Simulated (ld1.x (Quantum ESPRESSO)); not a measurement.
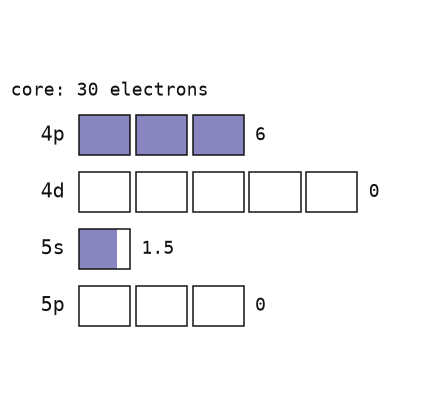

The valence shells of the reference configuration: a box for each of the 2l + 1 orbitals, shaded by the share of the shell that is filled, with the electron count at the right.

**Run report: Sr, pseudopotential generation (part 1 of 2)**

Strontium (Sr, Z = 38), core [Ar] 3d10 4s2, reference valence 4p6 4d0 5s1.5 5p0 (an ion of charge +0.5), valence charge 8. Computed at this level: TM potential, LDA (PZ), fully relativistic, made with ld1.x (Quantum ESPRESSO) 7.5.

Summary:

- outcome: generated
- cutoffs needed: 25 Ry and 35 Ry (the cutoffs, on a coarse ladder, from which the occupation-weighted sum of valence levels, in a spherical-Bessel basis at the reference potential, stays within 10 and 1 mRy of its value at 400 Ry); ghost states and empty shells don't enter this sum
- ghost test: no ghost state below the valence levels in the p1/2, p3/2, d3/2, d5/2, s, f channels (spherical-Bessel basis up to 400 Ry, 20 bohr box)
- largest excitation error: -805 meV (all-electron minus pseudo) for 4p6 4d0 5s0 5p2, out of 7 test configurations
- range over which the phases arctan(r u′/u) at the test radius agree within 0.05 rad (a looser test near the poles than one of phase shifts): s: between about -3.1 and 1.0 Ry; p1/2: up to about -0.7 Ry; p3/2: up to about -0.7 Ry; d3/2: up to about 0.5 Ry; d5/2: up to about 0.5 Ry
- hardware: 1 CPU thread, shared host
- wall time: 1.4 s

Remarks:

An excitation error of 805 meV in its own tests makes this a poorly transferable potential.

The input:
```
 &input
   title='Sr', zed=38., rel=2, dft='PZ', iswitch=3,
   config='[Kr] 4d0 5s1.5 5p0', rel_dist='average',
   nld=5, rlderiv=3.70, eminld=-4.0, emaxld=5.0, deld=0.02
 /
 &inputp
   pseudotype=2, tm=.true., lloc=0,
   nlcc=.false.,
   file_pseudopw='Sr.UPF', file_wfcaegen='ae.wfc', file_wfcncgen='nc.wfc', file_beta='beta', file_chi='chi'
 /
3
4P  2  1   6.00   0.00  2.05  2.05  0.0
4D  3  2   0.00   0.00  3.40  3.40  0.0
5S  1  0   1.50   0.00  3.25  3.25  0.0
 &test
   configts(1)='4p6 4d0 5s1.5 5p0'
 /
```

Input of the test run:
```
 &input
   title='Sr', zed=38., rel=2, dft='PZ', iswitch=2,
   config='[Kr] 4d0 5s1.5 5p0', rel_dist='average'
 /
 &test
   file_pseudo='Sr.UPF', nconf=8,
   configts(1)='4p6 4d0 5s1.5 5p0',
   configts(2)='4p6 4d0 5s2 5p0',
   configts(3)='4p6 4d0 5s1 5p0',
   configts(4)='4p6 4d0 5s0 5p0',
   configts(5)='4p6 4d0.5 5s1.5 5p0',
   configts(6)='4p6 4d0 5s1 5p1',
   configts(7)='4p6 4d0 5s0 5p1',
   configts(8)='4p6 4d0 5s0 5p2'
 /
```

Command:
```bash
ld1.x < Sr.in > Sr.out
```

The program's output:
```
     Program LD1 v.7.5
     --------------------------- All-electron run ----------------------------

     Sr
     dirac relativistic calculation

     atomic number is 38.00
     dft =PZ   lsd =0 sic =0 latt =0  beta=0.20 tr2=1.0E-14
     Exchange-correlation= PZ
                           (   1   1   0   0   0   0   0)
     mesh =1221 r(mesh) = 100.72700 a.u. xmin = -7.00 dx = 0.01250
     1 Ry =  13.60569312 eV, c = 137.03599908

     n l j   nl                  e(Ry)          e(Ha)          e(eV)
     Spin orbit split results
     1 0 0.5 1S 1( 2.00)     -1169.3322      -584.6661    -15909.5749
     2 0 0.5 2S 1( 2.00)      -158.5384       -79.2692     -2157.0247
     2 1 0.5 2P 1( 2.00)      -144.4178       -72.2089     -1964.9037
     2 1 1.5 2P 1( 4.00)      -139.3991       -69.6996     -1896.6216
     3 0 0.5 3S 1( 2.00)       -24.6671       -12.3335      -335.6125
     3 1 0.5 3P 1( 2.00)       -19.5375        -9.7688      -265.8216
     3 1 1.5 3P 1( 4.00)       -18.7664        -9.3832      -255.3304
     4 0 0.5 4S 1( 2.00)        -3.2294        -1.6147       -43.9388
     4 1 0.5 4P 1( 2.00)        -1.9608        -0.9804       -26.6777
     4 1 1.5 4P 1( 4.00)        -1.8737        -0.9369       -25.4933
     3 2 1.5 3D 1( 4.00)        -9.7259        -4.8629      -132.3275
     3 2 2.5 3D 1( 6.00)        -9.5912        -4.7956      -130.4950
     4 2 1.5 4D 1( 0.00)        -0.3009        -0.1505        -4.0943
     4 2 2.5 4D 1( 0.00)        -0.2967        -0.1484        -4.0370
     5 0 0.5 5S 1( 1.50)        -0.4437        -0.2218        -6.0367
     5 1 0.5 5P 1( 0.00)        -0.2510        -0.1255        -3.4149
     5 1 1.5 5P 1( 0.00)        -0.2441        -0.1221        -3.3218
     Averaged results
     1 0     1S 1( 2.00)     -1169.3322      -584.6661    -15909.5749
     2 0     2S 1( 2.00)      -158.5384       -79.2692     -2157.0247
     2 1     2P 1( 6.00)      -141.0720       -70.5360     -1919.3823
     3 0     3S 1( 2.00)       -24.6671       -12.3335      -335.6125
     3 1     3P 1( 6.00)       -19.0235        -9.5117      -258.8275
     4 0     4S 1( 2.00)        -3.2294        -1.6147       -43.9388
     4 1     4P 1( 6.00)        -1.9027        -0.9514       -25.8881
     3 2     3D 1(10.00)        -9.6451        -4.8225      -131.2280
     4 2     4D 1( 0.00)        -0.2984        -0.1492        -4.0599
     5 0     5S 1( 1.50)        -0.4437        -0.2218        -6.0367
     5 1     5P 1( 0.00)        -0.2464        -0.1232        -3.3528

     final scf error:  6.3E-15 reached in  24 iterations

     Etot =   -6352.059864 Ry,   -3176.029932 Ha,  -86424.177209 eV

     Ekin =    6541.177728 Ry,    3270.588864 Ha,   88997.256831 eV
     Encl =  -15328.010191 Ry,   -7664.005096 Ha, -208548.202848 eV
     Eh   =    2637.303741 Ry,    1318.651871 Ha,   35882.345375 eV
     Exc  =    -202.531142 Ry,    -101.265571 Ha,   -2755.576567 eV

     normalization and overlap integrals

     s(1S/1S) =  1.000000  <r> =   0.0392  <r2> =    0.0021  r(max) =   0.0257
     s(2S/2S) =  1.000000  <r> =   0.1724  <r2> =    0.0351  r(max) =   0.1459
     s(2P/2P) =  1.000000  <r> =   0.1476  <r2> =    0.0267  r(max) =   0.1136
     s(2P/2P) =  1.000000  <r> =   0.1518  <r2> =    0.0281  r(max) =   0.1165
     s(3S/3S) =  1.000000  <r> =   0.4929  <r2> =    0.2791  r(max) =   0.4382
     s(3P/3P) =  1.000000  <r> =   0.4920  <r2> =    0.2830  r(max) =   0.4274
     s(3P/3P) =  1.000000  <r> =   0.5026  <r2> =    0.2950  r(max) =   0.4328
     s(4S/4S) =  1.000000  <r> =   1.3552  <r2> =    2.0905  r(max) =   1.1911
     s(4P/4P) =  1.000000  <r> =   1.5432  <r2> =    2.7491  r(max) =   1.3001
     s(4P/4P) =  1.000000  <r> =   1.5780  <r2> =    2.8751  r(max) =   1.3330
     s(3D/3D) =  1.000000  <r> =   0.4964  <r2> =    0.3007  r(max) =   0.3725
     s(3D/3D) =  1.000000  <r> =   0.5001  <r2> =    0.3051  r(max) =   0.3772
     s(4D/4D) =  1.000000  <r> =   3.0233  <r2> =   11.3882  r(max) =   2.0646
     s(4D/4D) =  1.000000  <r> =   3.0536  <r2> =   11.6140  r(max) =   2.0905
     s(5S/5S) =  1.000000  <r> =   4.0393  <r2> =   18.4729  r(max) =   3.4900
     s(5P/5P) =  1.000000  <r> =   5.1392  <r2> =   29.9730  r(max) =   4.4256
     s(5P/5P) =  1.000000  <r> =   5.2279  <r2> =   30.9995  r(max) =   4.5377

     ------------------------ End of All-electron run ------------------------

     --------------------- Generating NC pseudopotential ---------------------

      Generating local pot.: lloc=0, matching radius rcloc =   3.2500

     Fully relativistic calculation: |psi|^2

     Wfc 4P LC norm =  0.99985560 SC norm =  0.00014438 missing  0.00000002

     Wfc 4P LC norm =  0.99986116 SC norm =  0.00013879 missing  0.00000005

     Wfc 4D LC norm =  0.99995710 SC norm =  0.00004287 missing  0.00000003

     Wfc 4D LC norm =  0.99995794 SC norm =  0.00003982 missing  0.00000225

      Wfc   4P  rcut= 2.039  Using Troullier-Martins method

      Wfc   4P  rcut= 2.039  Using Troullier-Martins method

      Wfc   4D  rcut= 3.362  Using Troullier-Martins method

      Wfc   4D  rcut= 3.362  Using Troullier-Martins method

     ------------------- End of pseudopotential generation -------------------

     --------------------------- All-electron run ----------------------------

     Sr
     dirac relativistic calculation

     atomic number is 38.00
     dft =PZ   lsd =0 sic =0 latt =0  beta=0.20 tr2=1.0E-14
     Exchange-correlation= PZ
                           (   1   1   0   0   0   0   0)
     mesh =1221 r(mesh) = 100.72700 a.u. xmin = -7.00 dx = 0.01250
     1 Ry =  13.60569312 eV, c = 137.03599908

     n l j   nl                  e(Ry)          e(Ha)          e(eV)
     Spin orbit split results
     1 0 0.5 1S 1( 2.00)     -1169.3322      -584.6661    -15909.5749
     2 0 0.5 2S 1( 2.00)      -158.5384       -79.2692     -2157.0247
     2 1 0.5 2P 1( 2.00)      -144.4178       -72.2089     -1964.9037
     2 1 1.5 2P 1( 4.00)      -139.3991       -69.6996     -1896.6216
     3 0 0.5 3S 1( 2.00)       -24.6671       -12.3335      -335.6125
     3 1 0.5 3P 1( 2.00)       -19.5375        -9.7688      -265.8216
     3 1 1.5 3P 1( 4.00)       -18.7664        -9.3832      -255.3304
     4 0 0.5 4S 1( 2.00)        -3.2294        -1.6147       -43.9388
     4 1 0.5 4P 1( 2.00)        -1.9608        -0.9804       -26.6777
     4 1 1.5 4P 1( 4.00)        -1.8737        -0.9369       -25.4933
     3 2 1.5 3D 1( 4.00)        -9.7259        -4.8629      -132.3275
     3 2 2.5 3D 1( 6.00)        -9.5912        -4.7956      -130.4950
     4 2 1.5 4D 1( 0.00)        -0.3009        -0.1505        -4.0943
     4 2 2.5 4D 1( 0.00)        -0.2967        -0.1484        -4.0370
     5 0 0.5 5S 1( 1.50)        -0.4437        -0.2218        -6.0367
     5 1 0.5 5P 1( 0.00)        -0.2510        -0.1255        -3.4149
     5 1 1.5 5P 1( 0.00)        -0.2441        -0.1221        -3.3218
     Averaged results
     1 0     1S 1( 2.00)     -1169.3322      -584.6661    -15909.5749
     2 0     2S 1( 2.00)      -158.5384       -79.2692     -2157.0247
     2 1     2P 1( 6.00)      -141.0720       -70.5360     -1919.3823
     3 0     3S 1( 2.00)       -24.6671       -12.3335      -335.6125
     3 1     3P 1( 6.00)       -19.0235        -9.5117      -258.8275
     4 0     4S 1( 2.00)        -3.2294        -1.6147       -43.9388
     4 1     4P 1( 6.00)        -1.9027        -0.9514       -25.8881
     3 2     3D 1(10.00)        -9.6451        -4.8225      -131.2280
     4 2     4D 1( 0.00)        -0.2984        -0.1492        -4.0599
     5 0     5S 1( 1.50)        -0.4437        -0.2218        -6.0367
     5 1     5P 1( 0.00)        -0.2464        -0.1232        -3.3528

     final scf error:  6.3E-15 reached in  24 iterations

     Etot =   -6352.059864 Ry,   -3176.029932 Ha,  -86424.177209 eV

     Ekin =    6541.177728 Ry,    3270.588864 Ha,   88997.256831 eV
     Encl =  -15328.010191 Ry,   -7664.005096 Ha, -208548.202848 eV
     Eh   =    2637.303741 Ry,    1318.651871 Ha,   35882.345375 eV
     Exc  =    -202.531142 Ry,    -101.265571 Ha,   -2755.576567 eV

     normalization and overlap integrals

     s(1S/1S) =  1.000000  <r> =   0.0392  <r2> =    0.0021  r(max) =   0.0257
     s(2S/2S) =  1.000000  <r> =   0.1724  <r2> =    0.0351  r(max) =   0.1459
     s(2P/2P) =  1.000000  <r> =   0.1476  <r2> =    0.0267  r(max) =   0.1136
     s(2P/2P) =  1.000000  <r> =   0.1518  <r2> =    0.0281  r(max) =   0.1165
     s(3S/3S) =  1.000000  <r> =   0.4929  <r2> =    0.2791  r(max) =   0.4382
     s(3P/3P) =  1.000000  <r> =   0.4920  <r2> =    0.2830  r(max) =   0.4274
     s(3P/3P) =  1.000000  <r> =   0.5026  <r2> =    0.2950  r(max) =   0.4328
     s(4S/4S) =  1.000000  <r> =   1.3552  <r2> =    2.0905  r(max) =   1.1911
     s(4P/4P) =  1.000000  <r> =   1.5432  <r2> =    2.7491  r(max) =   1.3001
     s(4P/4P) =  1.000000  <r> =   1.5780  <r2> =    2.8751  r(max) =   1.3330
     s(3D/3D) =  1.000000  <r> =   0.4964  <r2> =    0.3007  r(max) =   0.3725
     s(3D/3D) =  1.000000  <r> =   0.5001  <r2> =    0.3051  r(max) =   0.3772
     s(4D/4D) =  1.000000  <r> =   3.0233  <r2> =   11.3882  r(max) =   2.0646
     s(4D/4D) =  1.000000  <r> =   3.0536  <r2> =   11.6140  r(max) =   2.0905
     s(5S/5S) =  1.000000  <r> =   4.0393  <r2> =   18.4729  r(max) =   3.4900
     s(5P/5P) =  1.000000  <r> =   5.1392  <r2> =   29.9730  r(max) =   4.4256
     s(5P/5P) =  1.000000  <r> =   5.2279  <r2> =   30.9995  r(max) =   4.5377

     ------------------------ End of All-electron run ------------------------

     Computing logarithmic derivative in   3.69206
     Computing logarithmic derivative in   3.69206
     Computing the partial wave expansion
       no projector for channel:   0
     R is outside the sphere for l=    1 j= 0.50
     R is outside the sphere for l=    1 j= 1.50
     R is outside the sphere for l=    2 j= 1.50
     R is outside the sphere for l=    2 j= 2.50

     ---------------------- Testing the pseudopotential ----------------------

     Sr
     dirac relativistic calculation

     atomic number is 38.00   valence charge is  8.00
     dft =PZ   lsd =0 sic =0 latt =0  beta=0.20 tr2=1.0E-14
     mesh =1221 r(mesh) = 100.72700 xmin = -7.00 dx = 0.01250

     n l  j  nl             e AE (Ry)       e PS (Ry)    De AE-PS (Ry)
     2 1 0.5 4P   1( 2.00)       -1.96078       -1.96078        0.00000
     2 1 1.5 4P   1( 4.00)       -1.87372       -1.87373        0.00001
     3 2 1.5 4D   1( 0.00)       -0.30093       -0.30093       -0.00000
     3 2 2.5 4D   1( 0.00)       -0.29672       -0.29672        0.00000
     1 0 0.5 5S   1( 1.50)       -0.44369       -0.44369        0.00000
     3 1 0.5 5P   1( 0.00)       -0.25099       -0.21767       -0.03333  !
     3 1 1.5 5P   1( 0.00)       -0.24415       -0.21412       -0.03003  !

     eps = 1.3E-15  iter =  9

     Etot =   -6352.059864 Ry,   -3176.029932 Ha,  -86424.177209 eV
     Etotps =   -36.548232 Ry,     -18.274116 Ha,    -497.264029 eV

     Ekin =      14.125723 Ry,       7.062861 Ha,     192.190246 eV
     Encl =     -43.525818 Ry,     -21.762909 Ha,    -592.198917 eV
     Ehrt =      26.146046 Ry,      13.073023 Ha,     355.735079 eV
     Ecxc =      -5.476395 Ry,      -2.738197 Ha,     -74.510145 eV
     Epseu=     -27.817788 Ry,     -13.908894 Ha,    -378.480292 eV

     ---------------------- End of pseudopotential test ----------------------
```

Output of the test run (extracts):
```
     ---------------------- Testing the pseudopotential ----------------------

     Sr
     dirac relativistic calculation

     atomic number is 38.00   valence charge is  8.00
     dft =PZ   lsd =0 sic =0 latt =0  beta=0.20 tr2=1.0E-14
     mesh =1221 r(mesh) = 100.72700 xmin = -7.00 dx = 0.01250

     n l  j  nl             e AE (Ry)       e PS (Ry)    De AE-PS (Ry)
     2 1 0.5 4P   1( 2.00)       -1.96078       -1.96078        0.00000
     2 1 1.5 4P   1( 4.00)       -1.87372       -1.87373        0.00001
     3 2 1.5 4D   1( 0.00)       -0.30093       -0.30093       -0.00000
     3 2 2.5 4D   1( 0.00)       -0.29672       -0.29672        0.00000
     1 0 0.5 5S   1( 1.50)       -0.44369       -0.44369        0.00000
     3 1 0.5 5P   1( 0.00)       -0.25099       -0.21767       -0.03333  !
     3 1 1.5 5P   1( 0.00)       -0.24415       -0.21412       -0.03003  !

     eps = 1.0E-14  iter =  8

     Etot =   -6352.059864 Ry,   -3176.029932 Ha,  -86424.177209 eV
     Etotps =   -36.548232 Ry,     -18.274116 Ha,    -497.264035 eV

     Ekin =      14.125722 Ry,       7.062861 Ha,     192.190243 eV
     Encl =     -43.525818 Ry,     -21.762909 Ha,    -592.198919 eV
     Ehrt =      26.146046 Ry,      13.073023 Ha,     355.735082 eV
     Ecxc =      -5.476395 Ry,      -2.738197 Ha,     -74.510145 eV
     Epseu=     -27.817789 Ry,     -13.908894 Ha,    -378.480295 eV

     ---------------------- End of pseudopotential test ----------------------

     ---------------------- Testing the pseudopotential ----------------------

     Sr
     dirac relativistic calculation

     atomic number is 38.00   valence charge is  8.00
     dft =PZ   lsd =0 sic =0 latt =0  beta=0.20 tr2=1.0E-14
     mesh =1221 r(mesh) = 100.72700 xmin = -7.00 dx = 0.01250

     n l  j  nl             e AE (Ry)       e PS (Ry)    De AE-PS (Ry)
     2 1 0.5 4P   1( 2.00)       -1.73825       -1.74035        0.00210
     2 1 1.5 4P   1( 4.00)       -1.65145       -1.65348        0.00203
     3 2 1.5 4D   1( 0.00)       -0.10545       -0.10605        0.00059
     3 2 2.5 4D   1( 0.00)       -0.10196       -0.10253        0.00058
     1 0 0.5 5S   1( 2.00)       -0.26792       -0.26821        0.00029
     3 1 0.5 5P   1( 0.00)       -0.10045       -0.07791       -0.02253  !
     3 1 1.5 5P   1( 0.00)       -0.09545       -0.07540       -0.02005  !

     eps = 6.7E-15  iter = 10

     Etot =   -6352.237179 Ry,   -3176.118589 Ha,  -86426.589696 eV
     Etotps =   -36.725638 Ry,     -18.362819 Ha,    -499.677763 eV
     dEtot_ae =      -0.177315 Ry
     dEtot_ps =      -0.177406 Ry,   Delta E=       0.000091 Ry

     Ekin =      14.141206 Ry,       7.070603 Ha,     192.400912 eV
     Encl =     -45.286841 Ry,     -22.643421 Ha,    -616.158867 eV
     Ehrt =      27.817341 Ry,      13.908671 Ha,     378.474206 eV
     Ecxc =      -5.619419 Ry,      -2.809709 Ha,     -76.456088 eV
     Epseu=     -27.777925 Ry,     -13.888963 Ha,    -377.937926 eV

     ---------------------- End of pseudopotential test ----------------------

     ---------------------- Testing the pseudopotential ----------------------

     Sr
     dirac relativistic calculation

     atomic number is 38.00   valence charge is  8.00
     dft =PZ   lsd =0 sic =0 latt =0  beta=0.20 tr2=1.0E-14
     mesh =1221 r(mesh) = 100.72700 xmin = -7.00 dx = 0.01250

     n l  j  nl             e AE (Ry)       e PS (Ry)    De AE-PS (Ry)
     2 1 0.5 4P   1( 2.00)       -2.20625       -2.20343       -0.00282
     2 1 1.5 4P   1( 4.00)       -2.11881       -2.11609       -0.00272
     3 2 1.5 4D   1( 0.00)       -0.51713       -0.51586       -0.00127
     3 2 2.5 4D   1( 0.00)       -0.51226       -0.51101       -0.00125
     1 0 0.5 5S   1( 1.00)       -0.63107       -0.63057       -0.00050
     3 1 0.5 5P   1( 0.00)       -0.41430       -0.36881       -0.04550  !
     3 1 1.5 5P   1( 0.00)       -0.40562       -0.36428       -0.04134  !

     eps = 8.7E-15  iter =  9

     Etot =   -6351.791548 Ry,   -3175.895774 Ha,  -86420.526583 eV
     Etotps =   -36.280040 Ry,     -18.140020 Ha,    -493.615088 eV
     dEtot_ae =       0.268316 Ry
     dEtot_ps =       0.268193 Ry,   Delta E=       0.000123 Ry

     Ekin =      14.104208 Ry,       7.052104 Ha,     191.897523 eV
     Encl =     -41.593703 Ry,     -20.796851 Ha,    -565.911154 eV
     Ehrt =      24.412612 Ry,      12.206306 Ha,     332.150507 eV
     Ecxc =      -5.325088 Ry,      -2.662544 Ha,     -72.451514 eV
     Epseu=     -27.878069 Ry,     -13.939034 Ha,    -379.300451 eV

     ---------------------- End of pseudopotential test ----------------------

     ---------------------- Testing the pseudopotential ----------------------

     Sr
     dirac relativistic calculation

     atomic number is 38.00   valence charge is  8.00
     dft =PZ   lsd =0 sic =0 latt =0  beta=0.20 tr2=1.0E-14
     mesh =1221 r(mesh) = 100.72700 xmin = -7.00 dx = 0.01250

     n l  j  nl             e AE (Ry)       e PS (Ry)    De AE-PS (Ry)
     2 1 0.5 4P   1( 2.00)       -2.75357       -2.74475       -0.00882  !
     2 1 1.5 4P   1( 4.00)       -2.66487       -2.65637       -0.00850  !
     3 2 1.5 4D   1( 0.00)       -0.98864       -0.98275       -0.00589  !
     3 2 2.5 4D   1( 0.00)       -0.98224       -0.97639       -0.00585  !
     1 0 0.5 5S   1( 0.00)       -0.99644       -0.99536       -0.00107
     3 1 0.5 5P   1( 0.00)       -0.72006       -0.63759       -0.08247  !
     3 1 1.5 5P   1( 0.00)       -0.70667       -0.63100       -0.07567  !

     eps = 1.2E-17  iter =  7

     Etot =   -6350.969811 Ry,   -3175.484906 Ha,  -86409.346288 eV
     Etotps =   -35.459300 Ry,     -17.729650 Ha,    -482.448351 eV
     dEtot_ae =       1.090053 Ry
     dEtot_ps =       1.088933 Ry,   Delta E=       0.001120 Ry

     Ekin =      14.071724 Ry,       7.035862 Ha,     191.455554 eV
     Encl =     -37.303530 Ry,     -18.651765 Ha,    -507.540382 eV
     Ehrt =      20.888746 Ry,      10.444373 Ha,     284.205873 eV
     Ecxc =      -5.025780 Ry,      -2.512890 Ha,     -68.379222 eV
     Epseu=     -28.090460 Ry,     -14.045230 Ha,    -382.190174 eV

     ---------------------- End of pseudopotential test ----------------------

     ---------------------- Testing the pseudopotential ----------------------

     Sr
     dirac relativistic calculation

     atomic number is 38.00   valence charge is  8.00
     dft =PZ   lsd =0 sic =0 latt =0  beta=0.20 tr2=1.0E-14
     mesh =1221 r(mesh) = 100.72700 xmin = -7.00 dx = 0.01250

     n l  j  nl             e AE (Ry)       e PS (Ry)    De AE-PS (Ry)
     2 1 0.5 4P   1( 2.00)       -1.69632       -1.69355       -0.00277
     2 1 1.5 4P   1( 4.00)       -1.61005       -1.60742       -0.00264
     3 2 1.5 4D   1( 0.20)       -0.08596       -0.08564       -0.00032
     3 2 2.5 4D   1( 0.30)       -0.08286       -0.08254       -0.00032
     1 0 0.5 5S   1( 1.50)       -0.25664       -0.25706        0.00041
     3 1 0.5 5P   1( 0.00)       -0.09604       -0.07594       -0.02011  !
     3 1 1.5 5P   1( 0.00)       -0.09146       -0.07362       -0.01784  !

     eps = 7.9E-16  iter = 14

     Etot =   -6352.152734 Ry,   -3176.076367 Ha,  -86425.440766 eV
     Etotps =   -36.641068 Ry,     -18.320534 Ha,    -498.527123 eV
     dEtot_ae =      -0.092870 Ry
     dEtot_ps =      -0.092835 Ry,   Delta E=      -0.000034 Ry

     Ekin =      14.586824 Ry,       7.293412 Ha,     198.463847 eV
     Encl =     -45.470705 Ry,     -22.735352 Ha,    -618.660455 eV
     Ehrt =      28.137679 Ry,      14.068840 Ha,     382.832629 eV
     Ecxc =      -5.677239 Ry,      -2.838619 Ha,     -77.242767 eV
     Epseu=     -28.217627 Ry,     -14.108814 Ha,    -383.920376 eV
```

(Continued in part 2.)
